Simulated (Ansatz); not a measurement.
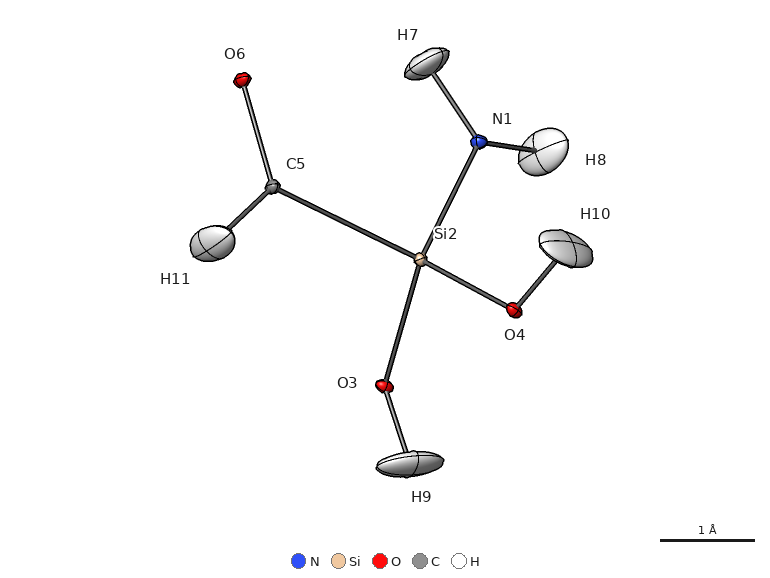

Displacement ellipsoids at the 50 % level, from the internal vibrations of the free molecule (harmonic, no overall translation or rotation; no half-axis is drawn under 0.075 Å). Vibrations computed with RKS PBE0-D4/def2-TZVP (Ansatz 0.2.0). Temperature: 0 K (zero-point motion alone).

Question: Which atom moves most?

Answer: H9, with U_eq = 0.0308 Å².

Question: Does H10 move more along its bond or across it?

Answer: Across it: the root-mean-square amplitude is 0.075 Å along the bond and up to 0.247 Å across, since bending and torsion are softer than stretching.

Give the displacement parameters, one line for each set of equivalent atoms.

```tsv
atom	U_eq (Å²)	rms amplitudes (Å)
N1	0.0027	0.037, 0.057, 0.058
Si2	0.00089	0.027, 0.030, 0.032
O3	0.0025	0.036, 0.044, 0.065
O4	0.0024	0.036, 0.041, 0.065
C5	0.0025	0.036, 0.043, 0.065
O6	0.0034	0.033, 0.054, 0.078
H7	0.0236	0.079, 0.155, 0.201
H8	0.0289	0.084, 0.151, 0.239
H9	0.0308	0.078, 0.155, 0.250
H10	0.0304	0.074, 0.158, 0.247
H11	0.0267	0.083, 0.127, 0.238
```
